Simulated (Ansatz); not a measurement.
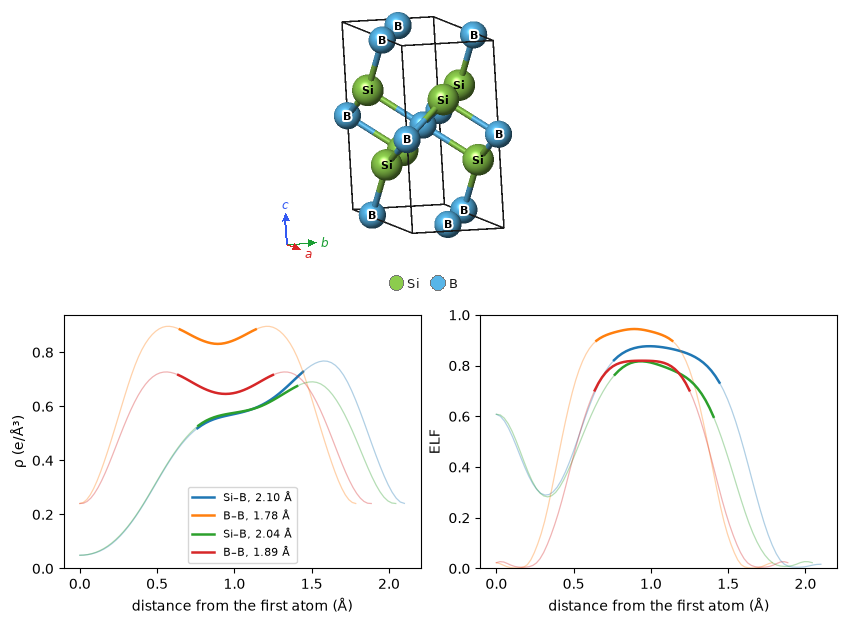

Si2B3. Valence charge density (pseudo) and ELF along straight lines between neighbouring atoms. Thin, pale parts lie inside the atomic spheres. The structure is drawn too.

Space group C2/m; a generated structure, not necessarily the stable one; changed on purpose from its base cell (volume × 1.06, shape and atoms relaxed); computed pressure about −6 GPa in this cell; computed without spin polarisation.

Computed with DFT PBE, scalar-relativistic, plane waves, PAW (Ansatz 0.2.0).

In a PAW calculation such maps are meaningful between the atoms, not at the nuclei.

Compare the contacts.

Si–B (2.10 Å): ρ at the midpoint is about 0.58 e/Å³; the ELF peaks at about 0.90 between the atoms.
B–B (1.78 Å): the density is about 0.83 e/Å³ at the midpoint; the ELF peaks at about 0.95 between the atoms.
Si–B (2.04 Å): ρ at the midpoint is about 0.58 e/Å³; the ELF peaks at about 0.80 between the atoms.
B–B (1.89 Å): ρ is about 0.65 e/Å³ halfway; the ELF peaks at about 0.80 between the atoms.
